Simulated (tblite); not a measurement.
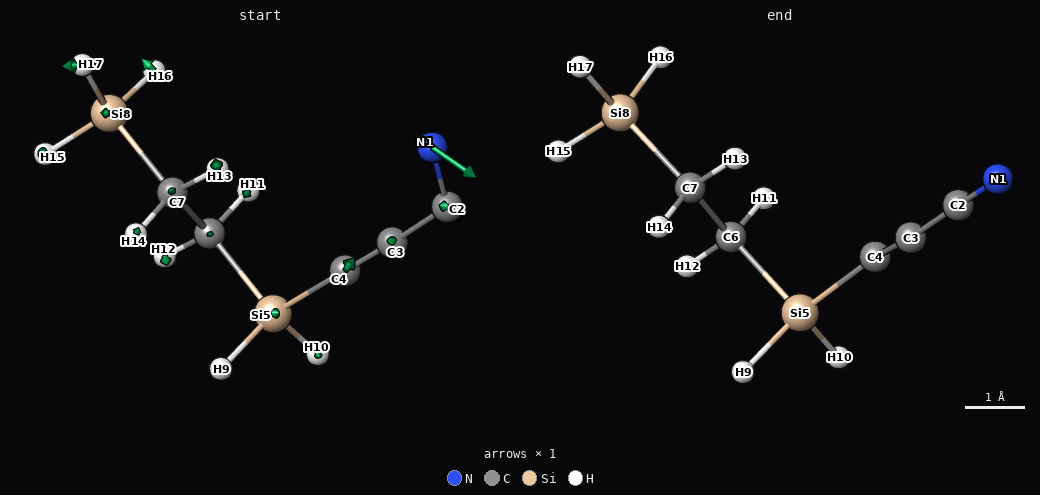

The structure of C5H9NSi2 (charge −1, multiplicity 2) before (left) and after (right) a relaxation, at one scale. The green arrows give the displacements, at their true length.

A ball-and-stick model, seen at a tilt.

The calculation used GFN2-xTB geometry optimisation, gas phase in tblite. 

Q: Describe what moved and what it gained.

A: N1 moves most after the best rigid fit: 0.98 Å. By element the largest moves are N 0.98 Å, H 0.41 Å, C 0.33 Å, Si 0.18 Å. Among the contacts that change: C2–C3 1.438 → 1.328 Å, N1–C2 1.276 → 1.180 Å, C3–C4 1.206 → 1.260 Å, Si5–C6 1.877 → 1.914 Å. Bond angles that change, for instance: N1–C2–C3 124.6° → 175.7°, C3–C4–Si5 179.5° → 150.6°, C4–Si5–H9 111.0° → 129.9°. Over 122 geometry steps the energy falls by 160.2 kJ/mol.
